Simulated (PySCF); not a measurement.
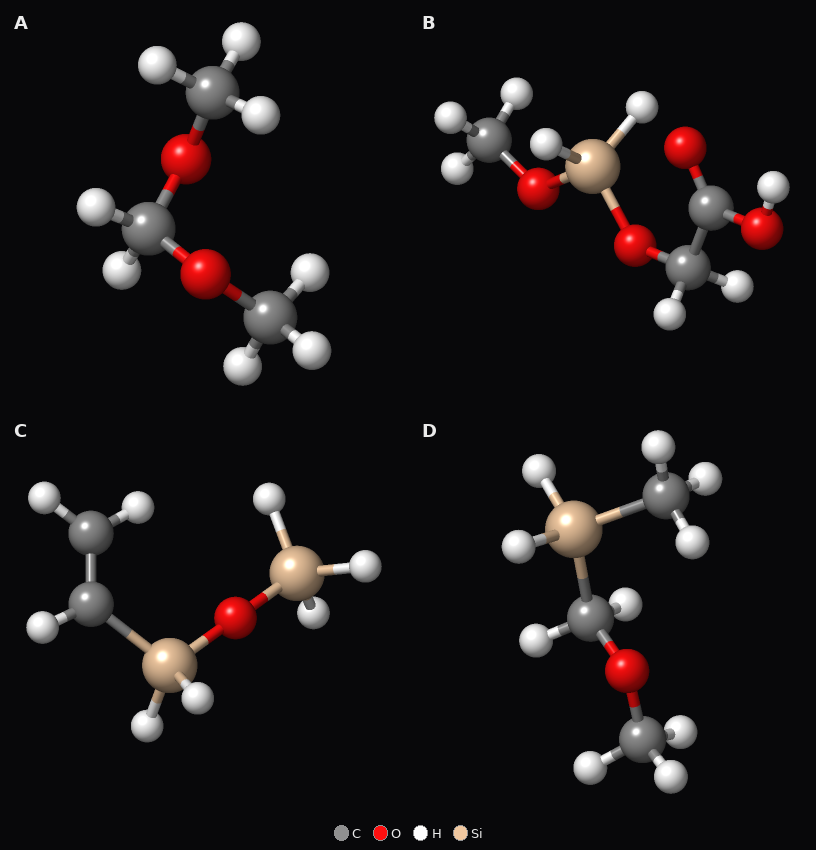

Simulated data, not a measurement (program: PySCF).

Which panel belongs to which SMILES?
(1) COCOC
(2) CO[SiH2]OCC(=O)O
(3) C=C[SiH2]O[SiH3]
(4) COC[SiH2]C

A is (1), B is (2), C is (3), D is (4).
